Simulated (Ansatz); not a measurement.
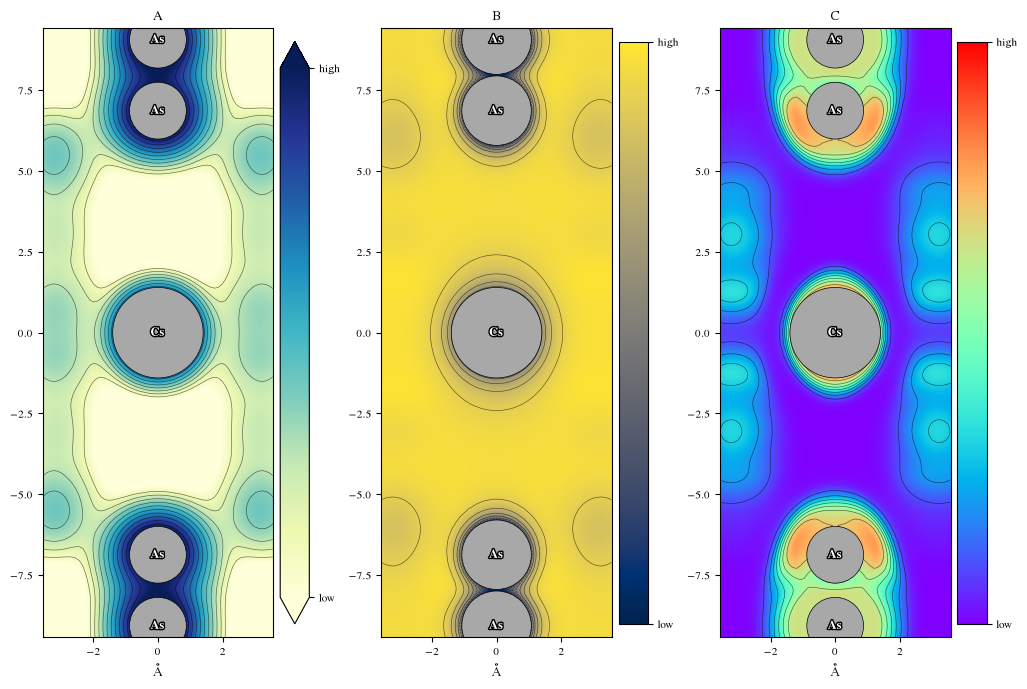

CsAs₃: 3 fields on the (010) plane of the conventional cell, with unlabelled colour scales. Grey discs cover the atomic cores.

Space group R-3m; a structure generated by program, which may or may not match a known phase.

Computed with DFT PBE, scalar-relativistic, plane waves, PAW (Ansatz).

```
Cs As
1.0
     6.43710    0.00000    0.00000
    -3.21855    5.57469    0.00000
     0.00000    0.00000   18.13146
Cs As
3 9
Direct
  0.33333 0.66667 0.16667
  0.00000 0.00000 0.50000
  0.66667 0.33333 0.83333
  0.66667 0.33333 0.21219
  0.33333 0.66667 0.54553
  0.00000 0.00000 0.87886
  0.00000 0.00000 0.12114
  0.66667 0.33333 0.45447
  0.33333 0.66667 0.78781
  0.00000 0.00000 0.00000
  0.66667 0.33333 0.33333
  0.33333 0.66667 0.66667
```

Question: Which field does each panel show? The fields are: electron localisation function, electrostatic potential energy of an electron and valence pseudo-density.

Answer: Panel A: valence pseudo-density. Panel B: electrostatic potential energy of an electron (low next to the atoms, rising into the space between them). Panel C: electron localisation function.
